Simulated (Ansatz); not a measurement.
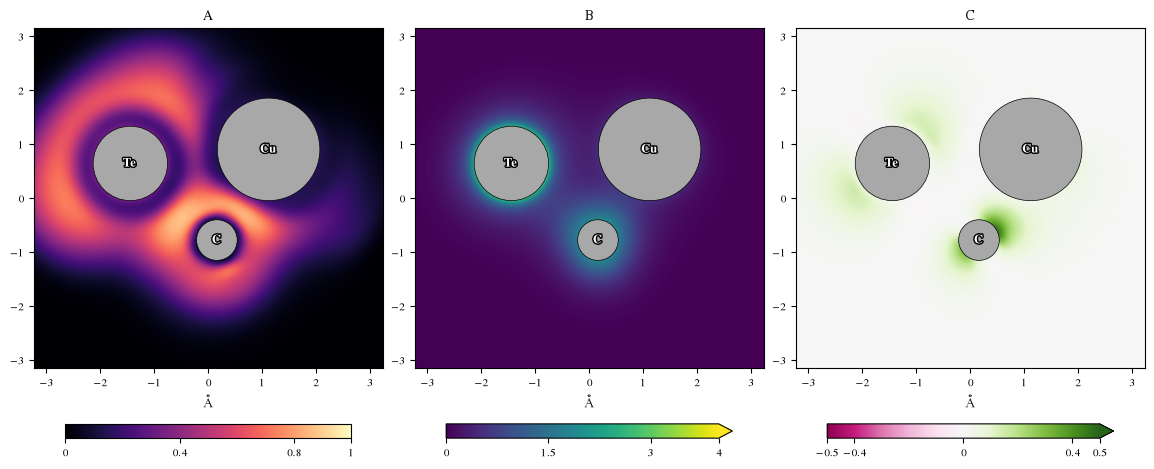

CH$_{2}$CuTe (doublet): 3 fields on the plane of atoms Cu2, C1 and Te3, with unlabelled colour scales. Grey discs cover the atomic cores.

Geometry: PBE0-D3(BJ)/def2-SVP; core potentials replace the inner electrons of Te.

These are results of isolated molecule in a Gaussian basis; Kohn-Sham density functional theory, functional PBE0 in Ansatz, not measurements.

> The panels show electron density, electron localisation function and spin density in some order. Assign them.

Panel A: electron localisation function. Panel B: electron density. Panel C: spin density (confined to the atoms that carry the unpaired spin). From the grid: C–Cu (1.94 Å): ρ at the midpoint is about 0.75 e/Å³; the ELF peaks at about 0.80 in the valence shell of C, 0.7 Å from its nucleus, and is about 0.35 at the midpoint. C–Te (2.14 Å): ρ at the midpoint is about 0.76 e/Å³; the ELF peaks at about 0.85 between the atoms: a covalent bond.
